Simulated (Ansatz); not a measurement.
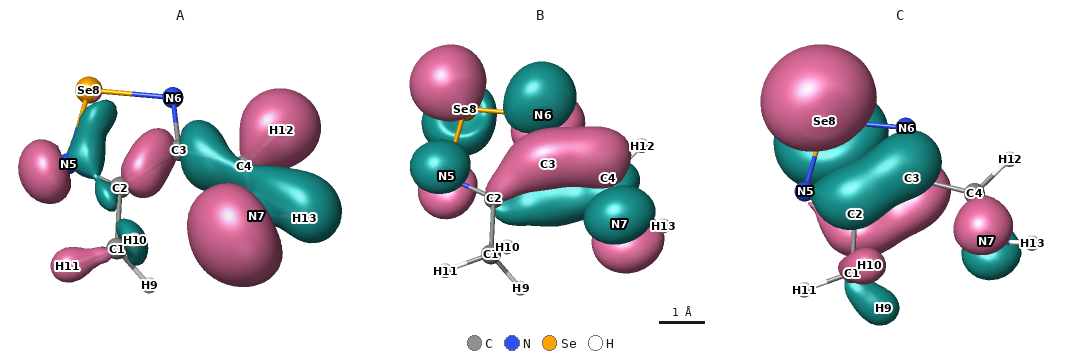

Figure 1: C$_{4}$H$_{5}$N$_{3}$Se (SMILES Cc1n[se]nc1C=N). Three frontier orbitals at ±0.1 Å⁻³ᐟ² (teal and pink are the two phases), in no order.

Geometry: B3LYP-D3(BJ)/def2-SVP.

Level of theory: isolated molecule in a Gaussian basis; Kohn-Sham density functional theory, functional PBE0 in Ansatz 0.2.0.

```yaml
atoms:
  - { symbol: C, position_ang: [-0.1253, 0.4812, 0.5123] }
  - { symbol: C, position_ang: [0.8377, 0.5815, -0.6312] }
  - { symbol: C, position_ang: [0.8285, -0.2940, -1.8137] }
  - { symbol: C, position_ang: [-0.1128, -1.4000, -2.0728] }
  - { symbol: N, position_ang: [1.7721, 1.4971, -0.6234] }
  - { symbol: N, position_ang: [1.7499, -0.0613, -2.7210] }
  - { symbol: N, position_ang: [-1.0458, -1.7151, -1.2636] }
  - { symbol: Se, position_ang: [2.7501, 1.3308, -2.1503] }
  - { symbol: H, position_ang: [-1.1600, 0.5954, 0.1577] }
  - { symbol: H, position_ang: [-0.0771, -0.5168, 0.9719] }
  - { symbol: H, position_ang: [0.1091, 1.2538, 1.2560] }
  - { symbol: H, position_ang: [0.0832, -1.9116, -3.0323] }
  - { symbol: H, position_ang: [-1.5832, -2.5073, -1.6301] }
```

Question: Order the three orbitals by energy and name them.

Answer: A is the HOMO−1 (−8.08 eV). Its weight (Hirshfeld) is mainly on N7 (about 55 %), C4 (about 10 %), H12 (about 10 %) and H13 (about 5 %). C is the HOMO (−7.30 eV). By Hirshfeld shares it lies mainly on Se8 (about 55 %), C3 (about 15 %), C2 (about 10 %) and N7 (about 5 %). B is the LUMO (−2.20 eV). By Hirshfeld shares it lies mainly on N6 (about 25 %), Se8 (about 20 %), C3 (about 15 %), N7 (about 15 %), C4 (about 10 %) and N5 (about 10 %).

Question: What is the HOMO–LUMO gap?

Answer: 5.10 eV between the orbital energies.
